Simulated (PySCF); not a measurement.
**C6H7Al: density, localisation and related maps**

```xyz
14

C     4.0174   -0.7715    0.5343
C     2.7745   -0.0300    0.5537
C     1.7309    0.5951    0.5707
Al    0.0312    1.5281    0.6014
C    -1.7065    0.7302    0.2771
C    -2.7726    0.1801    0.0749
C    -4.0430   -0.4697   -0.1682
H     3.9942   -1.5177   -0.2608
H     4.8541   -0.0948    0.3595
H     4.1655   -1.2770    1.4891
H     0.0657    3.0407    0.9183
H    -4.0930   -1.4079    0.3856
H    -4.1578   -0.6809   -1.2319
H    -4.8612    0.1749    0.1542
```

Geometry: GFN2-xTB.

These are results of PBE0/pcSseg-1, SCF density, gas phase, non-relativistic (PySCF 2.14.0), not measurements.

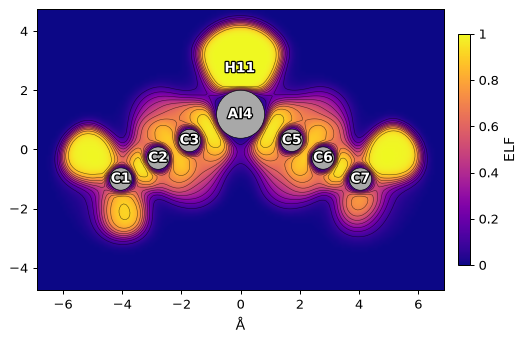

Figure 1. Electron localisation function on the plane of atoms C5, Al4 and H11. Grey discs cover the atomic cores.

**What does the map show?**

- The section cuts through C, Al and H sites.
- C–C (1.22 Å): the ELF peaks at about 0.85 between the atoms (a multiple bond).
- C–Al (1.94 Å): the ELF peaks at about 0.95 between the atoms: a shared but strongly polarised pair.
- Al–H (1.55 Å): the ELF climbs to about 1 towards the hydrogen.

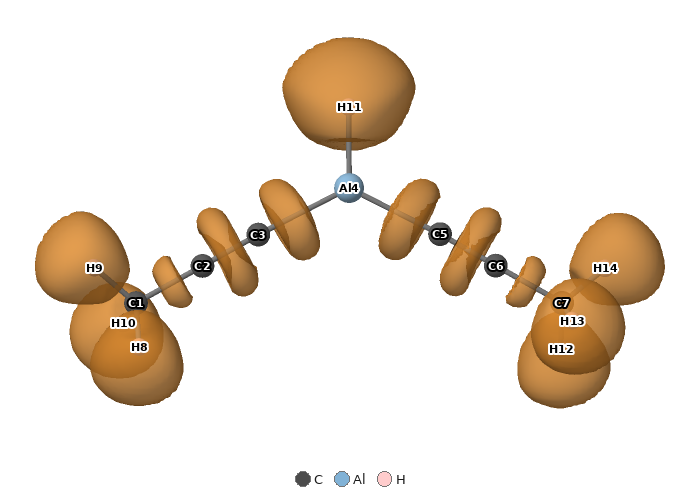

Figure 2. Isosurface of the ELF at 0.8 (orange), seen across its widest extent. Only the valence region is drawn (cores and ρ < 0.01 e/Å³ removed).

**Describe the localisation domains.**

At this value the surface marks out four regions between bonded C–C atoms (shared pairs), seven regions around hydrogen nuclei and two lobes of the valence shell of C pointing towards Al (polar bonds).

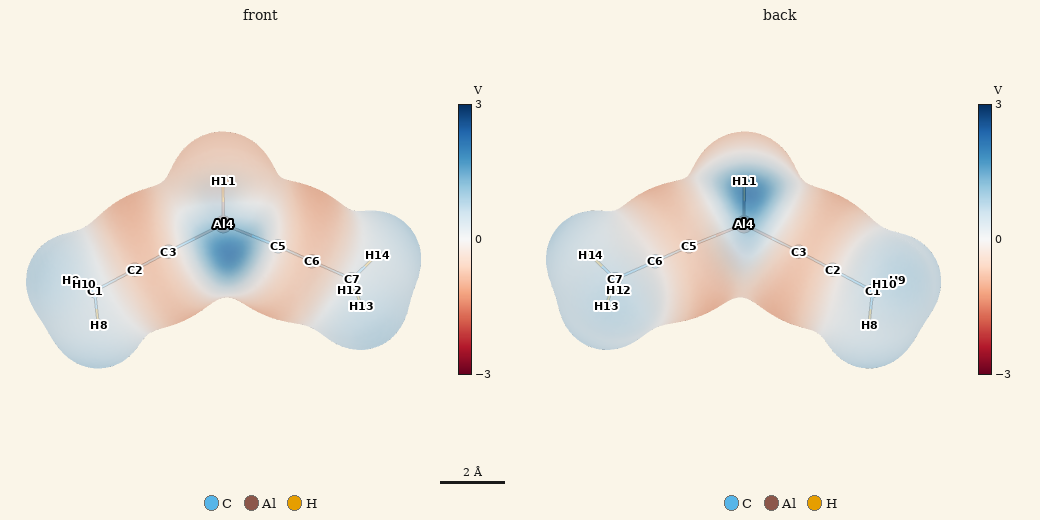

Figure 3. The electrostatic potential painted on the density surface at 0.001 e/bohr³, seen from the front and from behind; red is negative and blue positive.

**Which sites attract a positive test charge, and which a negative one?**

A positive charge is drawn to the negative regions and a negative charge to the positive ones. The most negative region (about −0.9 V) lies over C2, C3, C5 and C6, the most positive (about +2.0 V) over Al4.
